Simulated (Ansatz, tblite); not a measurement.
**Ga13N13 zinc blende bond sphere (Ga13N13H30): spin states and exact exchange**

Is the singlet the ground state of Ga13N13 zinc blende bond sphere (Ga13N13H30)? Other spin states are computed and compared level by level.

Method: as each input shows; program: Ansatz 0.2.0, Gaussian basis.

Levels to be run: triplet, at the geometry of the singlet (GFN1-xTB, GFN2-xTB, PBE0-D4/def2-TZVP, PBE-D4/def2-TZVP); the singlet's energies come from earlier runs.

1 further run of the same task is left out (set aside as unsound or not needed).

### 1 The geometry

The singlet was relaxed beforehand with r2SCAN-D4/def2-SVP.

56 atoms, charge 0, spin multiplicity 1.

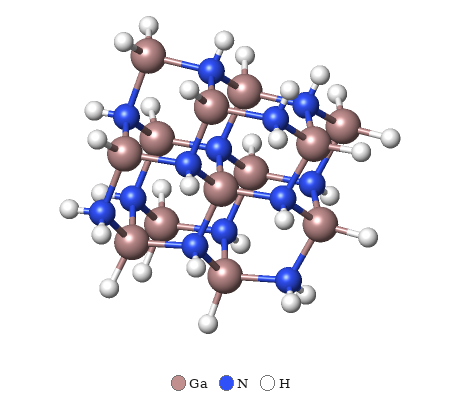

The structure; gallium pink, nitrogen blue, hydrogen white.

### 2 Triplet at the fixed geometry, GFN1-xTB

Tight binding, by tblite at 300 K electronic temperature and without a spin-polarisation term:

```python
tblite.interface.Calculator('GFN1-xTB', numbers, positions, charge=0, uhf=2).singlepoint()
```

Energy -2043.9970 eV; 0.45 s.

### 3 Triplet at the fixed geometry, GFN2-xTB

Tight binding, by tblite at 300 K electronic temperature and without a spin-polarisation term:

```python
tblite.interface.Calculator('GFN2-xTB', numbers, positions, charge=0, uhf=2).singlepoint()
```

Energy -1886.6325 eV; 0.43 s.

### 4 Triplet at the fixed geometry, PBE0-D4/def2-TZVP

Contents of in.yaml:

```yaml
crystal:
  periodic: [false, false, false]
  atoms:
    - {symbol: Ga, position_ang: [-1.736598, -1.734436, -0.505759]}
    - {symbol: Ga, position_ang: [-1.784615, 0.655868, -2.874549]}
    - {symbol: Ga, position_ang: [-4.053090, 0.595501, -0.590396]}
    - {symbol: Ga, position_ang: [-1.733604, 0.508718, 1.736593]}
    - {symbol: Ga, position_ang: [-1.781802, 2.876293, -0.655079]}
    - {symbol: Ga, position_ang: [0.652621, -1.784075, -2.875532]}
    - {symbol: Ga, position_ang: [0.590489, -4.053569, -0.592427]}
    - {symbol: Ga, position_ang: [0.508057, -1.735038, 1.735105]}
    - {symbol: Ga, position_ang: [2.874329, -1.784335, -0.657549]}
    - {symbol: Ga, position_ang: [0.519691, 0.519421, -0.520306]}
    - {symbol: Ga, position_ang: [0.658283, 2.875730, 1.781964]}
    - {symbol: Ga, position_ang: [2.877283, 0.655022, 1.780303]}
    - {symbol: Ga, position_ang: [0.596860, 0.593478, 4.052542]}
    - {symbol: N, position_ang: [-2.748120, -0.494378, -1.675108]}
    - {symbol: N, position_ang: [-0.498256, -2.746796, -1.676038]}
    - {symbol: N, position_ang: [-0.539950, -0.537736, -3.899674]}
    - {symbol: N, position_ang: [-0.576804, -0.576556, 0.577550]}
    - {symbol: N, position_ang: [-0.593924, 1.661495, -1.661674]}
    - {symbol: N, position_ang: [-2.745163, 1.678798, 0.497353]}
    - {symbol: N, position_ang: [-0.492452, 1.677875, 2.746864]}
    - {symbol: N, position_ang: [-0.534259, 3.900598, 0.536218]}
    - {symbol: N, position_ang: [1.660037, -0.594750, -1.662805]}
    - {symbol: N, position_ang: [1.676468, -2.747369, 0.494790]}
    - {symbol: N, position_ang: [1.679459, -0.495763, 2.745235]}
    - {symbol: N, position_ang: [3.900375, -0.537869, 0.533309]}
    - {symbol: N, position_ang: [1.662709, 1.661193, 0.591869]}
    - {symbol: H, position_ang: [-2.692865, -2.689397, 0.274706]}
    - {symbol: H, position_ang: [-2.548853, 1.550367, -3.903993]}
    - {symbol: H, position_ang: [-4.851979, -0.357530, 0.363877]}
    - {symbol: H, position_ang: [-4.766882, 1.591216, -1.585303]}
    - {symbol: H, position_ang: [-2.689535, -0.270150, 2.693196]}
    - {symbol: H, position_ang: [-2.546155, 3.906097, -1.549056]}
    - {symbol: H, position_ang: [1.546121, -2.549228, -3.905158]}
    - {symbol: H, position_ang: [-0.363083, -4.850613, 0.362851]}
    - {symbol: H, position_ang: [1.584136, -4.769204, -1.588035]}
    - {symbol: H, position_ang: [-0.271282, -2.690321, 2.691975]}
    - {symbol: H, position_ang: [3.902833, -2.549124, -1.552669]}
    - {symbol: H, position_ang: [1.553920, 3.904771, 2.545412]}
    - {symbol: H, position_ang: [3.907757, 1.549313, 2.543397]}
    - {symbol: H, position_ang: [-0.356818, -0.359986, 4.851615]}
    - {symbol: H, position_ang: [1.593043, 1.588080, 4.766056]}
    - {symbol: H, position_ang: [-3.374062, -1.088208, -2.232390]}
    - {symbol: H, position_ang: [-1.092930, -3.371811, -2.233469]}
    - {symbol: H, position_ang: [-1.113847, -1.110712, -4.527247]}
    - {symbol: H, position_ang: [0.023534, 0.025412, -4.544029]}
    - {symbol: H, position_ang: [-0.002409, 2.253996, -2.255177]}
    - {symbol: H, position_ang: [-3.369517, 2.237366, 1.091649]}
    - {symbol: H, position_ang: [-1.085666, 2.236146, 3.372517]}
    - {symbol: H, position_ang: [-1.106534, 4.529730, 1.109099]}
    - {symbol: H, position_ang: [0.029753, 4.543431, -0.028146]}
    - {symbol: H, position_ang: [2.252671, -0.003537, -2.256480]}
    - {symbol: H, position_ang: [2.234715, -3.372531, 1.088546]}
    - {symbol: H, position_ang: [2.237911, -1.089949, 3.369794]}
    - {symbol: H, position_ang: [4.529644, -1.110521, 1.105664]}
    - {symbol: H, position_ang: [4.543048, 0.025758, -0.031617]}
    - {symbol: H, position_ang: [2.255302, 2.253858, -0.000394]}
basis:
  gaussian: {orbitals: def2-TZVP, fitting: {mean_field: def2-universal-jkfit}}
magnetization: {spin_polarized: true, initial_magnetization: 2}
hamiltonian: {xc: pbe0, dispersion: d4}
scf: {omitted_lower_state_checks: [starts]}
output: {orbitals: {seedname: orbitals}}
```

The run is started by

```bash
$ ansatz run in.yaml --threads 11 --pin off --events-out ev --progress --plain --max-ram 110592MiB --backend cuda --devices 0, --max-vram 75GiB
```

What it wrote:

```text
Functional definition: PBE0
  name "PBE0"
  cite "Adamo & Barone, J. Chem. Phys. 110, 6158 (1999) doi:10.1063/1.478522"
  cite "Perdew, Burke & Ernzerhof, Phys. Rev. Lett. 77, 3865 (1996) doi:10.1103/PhysRevLett.77.3865"
  parent pbe
  parameter a = 0.25
  parameter kappa = 0.804
  parameter beta = 0.06672455060314922
  exchange = (1 - a)*pbe_x(kappa = kappa, mu = beta*pi^2/3) + a*exact_x
  correlation = pbe_c(beta = beta)
these checks for a lower state are left out or cut short: starts
4999 factors; integrals over basis functions are off by at most 5.8e-1 eV
mean field evaluation 1: about -700605.3771 eV, gradient 1.6e2 eV
mean field evaluation 2: about -700188.9970 eV, gradient 3.3e2 eV
mean field evaluation 4: about -700677.6794 eV, gradient 4.5e1 eV
mean field evaluation 8: about -700687.4449 eV, gradient 2.8e0 eV
mean field evaluation 16: about -700687.5143 eV, gradient 2.0e-1 eV
mean field evaluation 32: about -700687.5195 eV, gradient 6.1e-2 eV
mean field -700687.51969914 eV, -25749.7914058842 hartree, gradient 4.7e-6 eV, S^2 2.004774; 0 other end points of the search recorded, 0 dependent functions left out
reference -700687.51977978 eV, -25749.7914088476 hartree; 263, 261 occupied and 944, 946 virtual orbitals, 4999 factors
Total energy: -700691.83599420 eV, -25749.9500268022 hartree
Checks for a lower state left out: starts
```

Wall time 55 s (1 × H100 with 11 threads of AMD EPYC 7R13, shared host); peak host memory 2.2 GiB.

From the report: HOMO -1.77 eV, LUMO -6.69 eV (over both spins; with the spin held, an empty level of the minority spin lies below the top filled one); ⟨S²⟩ 2.005 (pure: 2.00).

### 5 Triplet at the fixed geometry, PBE-D4/def2-TZVP

start.molden holds the orbitals of an earlier run on this state, given as this run's starting guess.

in.yaml: that of step 4 with these lines changed.

```diff
@@ -60,5 +60,5 @@
 basis:
-  gaussian: {orbitals: def2-TZVP, fitting: {mean_field: def2-universal-jkfit}}
+  gaussian: {orbitals: def2-TZVP, fitting: {mean_field: def2-universal-jkfit}, initial_orbitals: start.molden}
 magnetization: {spin_polarized: true, initial_magnetization: 2}
-hamiltonian: {xc: pbe0, dispersion: d4}
+hamiltonian: {xc: pbe, dispersion: d4}
 scf: {omitted_lower_state_checks: [starts]}
```

The command is unchanged.

What it wrote:

```text
Functional definition: PBE
  name "PBE"
  cite "Perdew, Burke & Ernzerhof, Phys. Rev. Lett. 77, 3865 (1996) doi:10.1103/PhysRevLett.77.3865"
  parent pbe
  parameter kappa = 0.804
  parameter beta = 0.06672455060314922
  exchange = pbe_x(kappa = kappa, mu = beta*pi^2/3)
  correlation = pbe_c(beta = beta)
these checks for a lower state are left out or cut short: starts
4999 factors; integrals over basis functions are off by at most 5.8e-1 eV
mean field evaluation 1: about -700671.1477 eV, gradient 2.3e1 eV
mean field evaluation 2: about -700672.2460 eV, gradient 1.1e0 eV
mean field evaluation 4: about -700672.2849 eV, gradient 3.3e-1 eV
mean field evaluation 8: about -700672.2882 eV, gradient 2.4e-5 eV
mean field evaluation 16: about -700672.2882 eV, gradient 3.0e-6 eV
mean field -700672.28818945 eV, -25749.2316582275 hartree, gradient 3.1e-6 eV, S^2 2.001465; 0 other end points of the search recorded, 0 dependent functions left out
reference -700672.28829918 eV, -25749.2316622600 hartree; 263, 261 occupied and 944, 946 virtual orbitals, 4999 factors
Total energy: -700677.10209070 eV, -25749.4085658353 hartree
Checks for a lower state left out: starts
```

Run time: 18 s. Hardware: 1 × H100 with 11 threads of AMD EPYC 7R13, shared host; peak host memory 2.1 GiB.

HOMO -1.62 eV, LUMO -6.37 eV (over both spins; with the spin held, an empty level of the minority spin lies below the top filled one); ⟨S²⟩ 2.001 (pure: 2.00).

### 6 Triplet less singlet, vertical

The singlet's energies are those of its earlier runs, whose logs aren't repeated here.

```tsv
level	triplet less singlet, vertical (eV)	time
GFN1-xTB	+4.514	0.79 s
GFN2-xTB	+4.515	0.69 s
PBE-D4/def2-TZVP	+4.562	25 s
PBE0-D4/def2-TZVP	+5.651	68 s
```

Times add the two runs; a level without a time comes out of a correlated run. Tight binding without a spin term can't rank spin states.

### 7 Summary of results

| quantity | value |
| --- | --- |
| triplet less singlet, vertical, functionals in def2-TZVP | +4.562 (PBE-D4) to +5.651 eV (PBE0-D4) |

In words: All functionals put the triplet above the singlet, over a spread of 1.089 eV. The checks for a lower triplet were left out, so another state of that spin may lie lower. These are electronic energies, without zero-point motion, entropy or surroundings.
